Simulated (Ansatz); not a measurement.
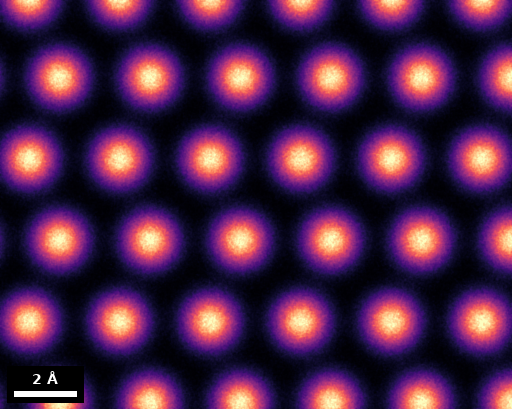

Z-contrast image of Sc (P6_3/mmc, No. 194). Simulation: incoherent imaging, intensity Z^1.7 per atom, probe width 1.30 Å, thin sample. Shot noise was added. Structure: the geometry given to an electronic-structure calculation, possibly off equilibrium.

```yaml
crystal:
  lattice:
    - [3.31863, 0.00000, 0.00000]
    - [-1.65932, 2.87402, 0.00000]
    - [0.00000, 0.00000, 5.16062]
  atoms:
    - { symbol: Sc, position: [0.33333, 0.66667, 0.75000] }
    - { symbol: Sc, position: [0.66667, 0.33333, 0.25000] }
```

Along which zone axis is the crystal seen: [211], [100], [102] or [310]? (Directions equivalent by symmetry count as one.)

[100]. The projected cells are 2.54 × 2.54 Å, 98° for [211]; 2.87 × 5.16 Å, 90° for [100]; 1.58 × 2.87 Å, 90° for [102]; 1.09 × 5.16 Å, 90° for [310], and the image repeats as the [100] one does.
